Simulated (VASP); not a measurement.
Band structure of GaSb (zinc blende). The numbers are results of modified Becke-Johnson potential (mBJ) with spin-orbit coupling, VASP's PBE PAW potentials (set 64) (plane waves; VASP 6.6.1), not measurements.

mBJ is a potential without an energy functional, so only the levels count.

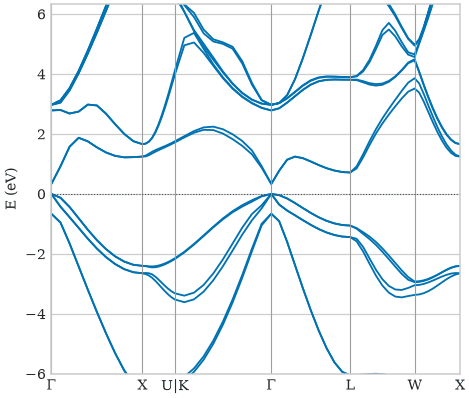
Fig. 1. Bands along high-symmetry lines, zero at the valence-band maximum or, without a gap, the Fermi level

**Question.** Read the plot: is there a gap, and where are the band edges?

**Answer.** The gap is direct, 0.33 eV, from the valence maximum at Γ to the conduction minimum at Γ.

The compound is GaSb in the zinc blende structure. It was relaxed first, which changed the volume by +6 %. The cell's shape comes from a PBE relaxation.
